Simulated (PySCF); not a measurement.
# Titanium: the same states on changed settings

Aim: see what changed settings do to total energies and their difference. The change: basis STO-3G, all-electron and non-relativistic, unsound on purpose. A sound run of the same states serves as the yardstick.

Method: unrestricted determinants in a Gaussian basis, no spin-orbit coupling in the energies. Code: PySCF 2.14.0.

6 further runs of the same task are left out: 6 that didn't finish.

**1. The system**

- Element: titanium (Z = 22)
- Basis: STO-3G (4s3p1d, 18 functions)
- Hamiltonian: the non-relativistic Hamiltonian (point nucleus)
- State 1: Ti: [Ar] 3d2 4s2, high-spin 3F determinant
- State 2: Ti⁺: [Ar] 3d2 4s1, high-spin 4F determinant
- Methods: UHF, PBE, B3LYP, MP2
- Core shells frozen in the correlated runs: valence: [Ar] (for Ti)

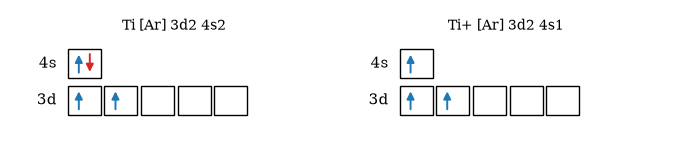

The shells outside the core, filled by Hund's rule for the drawing.

The sound run (jorge-DZP-DKH, scalar relativity by spin-free X2C-1e, symmetry-adapted start, fine grid, valence correlation) gave:

| species | method | energy (hartree) |
| --- | --- | --- |
| Ti | UHF | -852.71654 |
| Ti | PBE | -853.45693 |
| Ti | B3LYP | -853.71495 |
| Ti | MP2 (valence) | -852.74808 |
| Ti⁺ | UHF | -852.51355 |
| Ti⁺ | PBE | -853.21353 |
| Ti⁺ | B3LYP | -853.46461 |
| Ti⁺ | MP2 (valence) | -852.52053 |

The runs were made by one driver on top of PySCF. The scripts below sum up each run's settings (the driver also hands on starting orbitals that pick excited configurations, and frozen orbitals as a list rather than a count), and the logs come from the driver's own runs. The driver starts from symmetry-adapted Hartree-Fock orbitals, holds the occupation by maximum overlap and uses a logarithmic radial grid for functionals, so a plain start would take other cycles.

It was started by

```bash
OMP_NUM_THREADS=1 python atomrun2.py TASK.json OUT
```

The integrals over 18 functions and the set-up took 0.04 s of CPU time.

**2. Changed run, Ti, method by method**

UHF:

input.py reads:

```python
from pyscf import gto, scf, dft, mp, cc
import basis_set_exchange as bse
mol = gto.M(atom="Ti 0 0 0", charge=0, spin=2, symmetry="D2h",
            basis=gto.basis.parse(bse.get_basis("STO-3G", elements=["Ti"], fmt="nwchem", header=False)))
mf = scf.UHF(mol)
mf.irrep_nelec = {'Ag': (5, 4), 'B1g': (1, 0), 'B1u': (2, 2), 'B2u': (2, 2), 'B3u': (2, 2)}
mf.kernel()
```

Standard output:

```text
damping factor = 0
level_shift factor = 0
DIIS = <class 'pyscf.scf.diis.CDIIS'>
diis_start_cycle = 1
diis_space = 10
diis_damp = 0
SCF conv_tol = 1e-09
SCF conv_tol_grad = None
number electrons alpha = 12  beta = 10
cycle= 1 E= -839.56346236422  delta_E= -2.27e-13  |g|= 1.41e-08  |ddm|= 2.03e-07
converged SCF energy = -839.56346236422  <S^2> = 2.0008737  2S+1 = 3.0005824
```

Time after the integrals: 0.07 s (1 thread of Neoverse-N1, shared host).

The occupied shells:

| shell | electrons | mean orbital energy (eV) | spread (eV) | rms radius (bohr) |
| --- | --- | --- | --- | --- |
| 1s β | 1 | -4940.1 | 0 | 0.0818 |
| 1s α | 1 | -4940.1 | 0 | 0.0818 |
| 2s α | 1 | -579.93 | 0 | 0.347 |
| 2s β | 1 | -579.87 | 0 | 0.347 |
| 2p α | 3 | -486.91 | 0 | 0.323 |
| 2p β | 3 | -486.87 | 0 | 0.323 |
| 3s α | 1 | -79.718 | 0 | 1.11 |
| 3s β | 1 | -77.587 | 0 | 1.11 |
| 3p α | 3 | -50.895 | 0 | 1.17 |
| 3p β | 3 | -48.173 | 0 | 1.17 |
| 4s α | 1 | -4.552 | 0 | 2.93 |
| 4s β | 1 | -3.314 | 0 | 2.93 |
| 3d α | 2 | -3.063 | 0 | 1.97 |

⟨S²⟩ = 2.001, ⟨L²⟩ = 12.00.

PBE:

input.py, as changed from the run before:

```diff
@@ -4,3 +4,3 @@
             basis=gto.basis.parse(bse.get_basis("STO-3G", elements=["Ti"], fmt="nwchem", header=False)))
-mf = scf.UHF(mol)
+mf = dft.UKS(mol, xc="PBE")
 mf.irrep_nelec = {'Ag': (5, 4), 'B1g': (1, 0), 'B1u': (2, 2), 'B2u': (2, 2), 'B3u': (2, 2)}
```

Standard output:

```text
damping factor = 0
level_shift factor = 0
DIIS = <class 'pyscf.scf.diis.CDIIS'>
diis_start_cycle = 1
diis_space = 10
diis_damp = 0
SCF conv_tol = 1e-09
SCF conv_tol_grad = None
number electrons alpha = 12  beta = 10
XC functionals = PBE
    J. P. Perdew, K. Burke, and M. Ernzerhof.,  Phys. Rev. Lett. 77, 3865 (1996)
    J. P. Perdew, K. Burke, and M. Ernzerhof.,  Phys. Rev. Lett. 78, 1396 (1997)
    J. P. Perdew, K. Burke, and M. Ernzerhof.,  Phys. Rev. Lett. 77, 3865 (1996)
    J. P. Perdew, K. Burke, and M. Ernzerhof.,  Phys. Rev. Lett. 78, 1396 (1997)
cycle= 1 E= -840.169761303834  delta_E= -0.000851  |g|= 0.00267  |ddm|= 0.034
cycle= 2 E= -840.169765011281  delta_E= -3.71e-06  |g|= 0.000517  |ddm|= 0.00348
cycle= 3 E= -840.169765147501  delta_E= -1.36e-07  |g|= 5.73e-06  |ddm|= 0.000558
cycle= 4 E= -840.169765147519  delta_E= -1.71e-11  |g|= 8.12e-08  |ddm|= 6.43e-06
converged SCF energy = -840.169765147519  <S^2> = 2.0000837  2S+1 = 3.0000558
```

It took 0.26 s on 1 thread of Neoverse-N1, shared host, the integrals not counted.

At PBE the highest occupied level has a positive energy, a sign that the basis describes that shell poorly.

B3LYP:

input.py, as changed from the run before:

```diff
@@ -4,3 +4,3 @@
             basis=gto.basis.parse(bse.get_basis("STO-3G", elements=["Ti"], fmt="nwchem", header=False)))
-mf = dft.UKS(mol, xc="PBE")
+mf = dft.UKS(mol, xc="B3LYP")
 mf.irrep_nelec = {'Ag': (5, 4), 'B1g': (1, 0), 'B1u': (2, 2), 'B2u': (2, 2), 'B3u': (2, 2)}
```

Standard output:

```text
damping factor = 0
level_shift factor = 0
DIIS = <class 'pyscf.scf.diis.CDIIS'>
diis_start_cycle = 1
diis_space = 10
diis_damp = 0
SCF conv_tol = 1e-09
SCF conv_tol_grad = None
number electrons alpha = 12  beta = 10
XC functionals = B3LYP
    P. J. Stephens, F. J. Devlin, C. F. Chabalowski, and M. J. Frisch.,  J. Phys. Chem. 98, 11623 (1994)
cycle= 1 E= -840.428074633215  delta_E= -0.000647  |g|= 0.00223  |ddm|= 0.0294
cycle= 2 E= -840.428077499412  delta_E= -2.87e-06  |g|= 0.000243  |ddm|= 0.00271
cycle= 3 E= -840.428077530276  delta_E= -3.09e-08  |g|= 2.45e-05  |ddm|= 0.000278
cycle= 4 E= -840.428077530599  delta_E= -3.23e-10  |g|= 2.26e-08  |ddm|= 2.78e-05
converged SCF energy = -840.428077530599  <S^2> = 2.0001088  2S+1 = 3.0000725
```

It took 0.31 s on 1 thread of Neoverse-N1, shared host, the integrals not counted.

At B3LYP the highest occupied level has a positive energy, a sign that the basis describes that shell poorly.

MP2 (valence):

input.py, as changed from the run before:

```diff
@@ -4,4 +4,5 @@
             basis=gto.basis.parse(bse.get_basis("STO-3G", elements=["Ti"], fmt="nwchem", header=False)))
-mf = dft.UKS(mol, xc="B3LYP")
+mf = scf.UHF(mol)
 mf.irrep_nelec = {'Ag': (5, 4), 'B1g': (1, 0), 'B1u': (2, 2), 'B2u': (2, 2), 'B3u': (2, 2)}
 mf.kernel()
+mp.UMP2(mf, frozen=9).kernel()
```

The driver printed no log here.

Time after the integrals: 0.01 s (1 thread of Neoverse-N1, shared host).

With 4 electrons correlated, the MP2 correlation energy is -0.02769 hartree (0.00000 same spin, -0.02769 opposite spin); the SCS form gives -0.03322. Largest pairs of shells: 4s-4s -0.0202, 3d-4s -0.0075, 3d-3d 0.0000.

**3. Changed run, Ti⁺: the ladder of methods**

UHF:

input.py reads:

```python
from pyscf import gto, scf, dft, mp, cc
import basis_set_exchange as bse
mol = gto.M(atom="Ti 0 0 0", charge=1, spin=3, symmetry="D2h",
            basis=gto.basis.parse(bse.get_basis("STO-3G", elements=["Ti"], fmt="nwchem", header=False)))
mf = scf.UHF(mol)
mf.irrep_nelec = {'Ag': (5, 3), 'B1g': (1, 0), 'B1u': (2, 2), 'B2u': (2, 2), 'B3u': (2, 2)}
mf.kernel()
```

Standard output:

```text
damping factor = 0
level_shift factor = 0
DIIS = <class 'pyscf.scf.diis.CDIIS'>
diis_start_cycle = 1
diis_space = 10
diis_damp = 0
SCF conv_tol = 1e-09
SCF conv_tol_grad = None
number electrons alpha = 12  beta = 9
cycle= 1 E= -839.442859984914  delta_E= -2.39e-12  |g|= 3.13e-07  |ddm|= 1.84e-06
converged SCF energy = -839.442859984914  <S^2> = 3.7516402  2S+1 = 4.00082
```

It took 0.06 s on 1 thread of Neoverse-N1, shared host, the integrals not counted.

Orbital energies by shell (radii are means over both spins):

| shell | electrons | mean orbital energy (eV) | spread (eV) | rms radius (bohr) |
| --- | --- | --- | --- | --- |
| 1s α | 1 | -4951.5 | 0 | 0.0818 |
| 1s β | 1 | -4951.4 | 0 | 0.0818 |
| 2s α | 1 | -591.04 | 0 | 0.347 |
| 2s β | 1 | -590.75 | 0 | 0.347 |
| 2p α | 3 | -498.04 | 0 | 0.323 |
| 2p β | 3 | -497.92 | 0 | 0.323 |
| 3s α | 1 | -90.375 | 0 | 1.11 |
| 3s β | 1 | -87.826 | 0 | 1.11 |
| 3p α | 3 | -61.526 | 0 | 1.16 |
| 3p β | 3 | -58.614 | 0 | 1.16 |
| 4s α | 1 | -13.299 | 0 | 2.93 |
| 3d α | 2 | -13.027 | 0 | 1.97 |

⟨S²⟩ = 3.752, ⟨L²⟩ = 12.00.

PBE:

input.py, as changed from the run before:

```diff
@@ -4,3 +4,3 @@
             basis=gto.basis.parse(bse.get_basis("STO-3G", elements=["Ti"], fmt="nwchem", header=False)))
-mf = scf.UHF(mol)
+mf = dft.UKS(mol, xc="PBE")
 mf.irrep_nelec = {'Ag': (5, 3), 'B1g': (1, 0), 'B1u': (2, 2), 'B2u': (2, 2), 'B3u': (2, 2)}
```

Standard output:

```text
damping factor = 0
level_shift factor = 0
DIIS = <class 'pyscf.scf.diis.CDIIS'>
diis_start_cycle = 1
diis_space = 10
diis_damp = 0
SCF conv_tol = 1e-09
SCF conv_tol_grad = None
number electrons alpha = 12  beta = 9
XC functionals = PBE
    J. P. Perdew, K. Burke, and M. Ernzerhof.,  Phys. Rev. Lett. 77, 3865 (1996)
    J. P. Perdew, K. Burke, and M. Ernzerhof.,  Phys. Rev. Lett. 78, 1396 (1997)
    J. P. Perdew, K. Burke, and M. Ernzerhof.,  Phys. Rev. Lett. 77, 3865 (1996)
    J. P. Perdew, K. Burke, and M. Ernzerhof.,  Phys. Rev. Lett. 78, 1396 (1997)
cycle= 1 E= -839.987272591118  delta_E= -0.00119  |g|= 0.00255  |ddm|= 0.0397
cycle= 2 E= -839.987275726093  delta_E= -3.13e-06  |g|= 0.000423  |ddm|= 0.00298
cycle= 3 E= -839.987275810707  delta_E= -8.46e-08  |g|= 1.21e-05  |ddm|= 0.000434
cycle= 4 E= -839.987275810776  delta_E= -6.91e-11  |g|= 1.21e-07  |ddm|= 1.21e-05
converged SCF energy = -839.987275810776  <S^2> = 3.7503001  2S+1 = 4.0001501
```

Time after the integrals: 0.26 s (1 thread of Neoverse-N1, shared host).

B3LYP:

input.py, as changed from the run before:

```diff
@@ -4,3 +4,3 @@
             basis=gto.basis.parse(bse.get_basis("STO-3G", elements=["Ti"], fmt="nwchem", header=False)))
-mf = dft.UKS(mol, xc="PBE")
+mf = dft.UKS(mol, xc="B3LYP")
 mf.irrep_nelec = {'Ag': (5, 3), 'B1g': (1, 0), 'B1u': (2, 2), 'B2u': (2, 2), 'B3u': (2, 2)}
```

Standard output:

```text
damping factor = 0
level_shift factor = 0
DIIS = <class 'pyscf.scf.diis.CDIIS'>
diis_start_cycle = 1
diis_space = 10
diis_damp = 0
SCF conv_tol = 1e-09
SCF conv_tol_grad = None
number electrons alpha = 12  beta = 9
XC functionals = B3LYP
    P. J. Stephens, F. J. Devlin, C. F. Chabalowski, and M. J. Frisch.,  J. Phys. Chem. 98, 11623 (1994)
cycle= 1 E= -840.236931105213  delta_E= -0.00104  |g|= 0.00264  |ddm|= 0.0383
cycle= 2 E= -840.236935007939  delta_E= -3.9e-06  |g|= 0.00022  |ddm|= 0.00292
cycle= 3 E= -840.236935034711  delta_E= -2.68e-08  |g|= 2.23e-05  |ddm|= 0.000261
cycle= 4 E= -840.236935034937  delta_E= -2.26e-10  |g|= 2.41e-08  |ddm|= 2.18e-05
converged SCF energy = -840.236935034937  <S^2> = 3.7502206  2S+1 = 4.0001103
```

It took 0.31 s on 1 thread of Neoverse-N1, shared host, the integrals not counted.

MP2 (valence):

input.py, as changed from the run before:

```diff
@@ -4,4 +4,5 @@
             basis=gto.basis.parse(bse.get_basis("STO-3G", elements=["Ti"], fmt="nwchem", header=False)))
-mf = dft.UKS(mol, xc="B3LYP")
+mf = scf.UHF(mol)
 mf.irrep_nelec = {'Ag': (5, 3), 'B1g': (1, 0), 'B1u': (2, 2), 'B2u': (2, 2), 'B3u': (2, 2)}
 mf.kernel()
+mp.UMP2(mf, frozen=9).kernel()
```

No log was kept for this step.

Time after the integrals: 0.01 s (1 thread of Neoverse-N1, shared host).

With 3 electrons correlated, the MP2 correlation energy is 0.00000 hartree (0.00000 same spin, 0.00000 opposite spin); the SCS form gives 0.00000. Largest pairs of shells: 3d-3d 0.0000, 3d-4s 0.0000, 4s-4s 0.0000.

**4. What moved**

| species | method | converged | energy less sound run (eV) |
| --- | --- | --- | --- |
| Ti | UHF | yes | +357.9135 |
| Ti | PBE | yes | +361.5622 |
| Ti | B3LYP | yes | +361.5543 |
| Ti | MP2 (valence) | yes | +358.0185 |
| Ti⁺ | UHF | yes | +355.6715 |
| Ti⁺ | PBE | yes | +359.9046 |
| Ti⁺ | B3LYP | yes | +359.9434 |
| Ti⁺ | MP2 (valence) | yes | +355.8614 |

Ionisation energy of Ti:

| method | sound run (eV) | changed run (eV) | shift (eV) |
| --- | --- | --- | --- |
| UHF | 5.524 | 3.282 | -2.242 |
| PBE | 6.623 | 4.966 | -1.658 |
| B3LYP | 6.812 | 5.201 | -1.611 |
| MP2 | 6.192 | 4.035 | -2.157 |
| SCS-MP2 | 6.329 | 4.186 | -2.144 |

**5. Summary of results**

```
                                 quantity                                            value
                                   change  basis STO-3G, all-electron and non-relativistic
                           runs converged                                           8 of 8
largest shift of a converged total energy                                           362 eV
   largest shift of the ionisation energy                                  -2.242 eV (UHF)
```

In words: The ionisation energy moves by up to 2.24 eV, at UHF. A minimal basis describes the outer orbitals poorly and treats the two species unevenly. The Hamiltonian changed with the basis, so the totals do not compare. The setting is unsound on purpose, so these numbers are no properties of the atom.
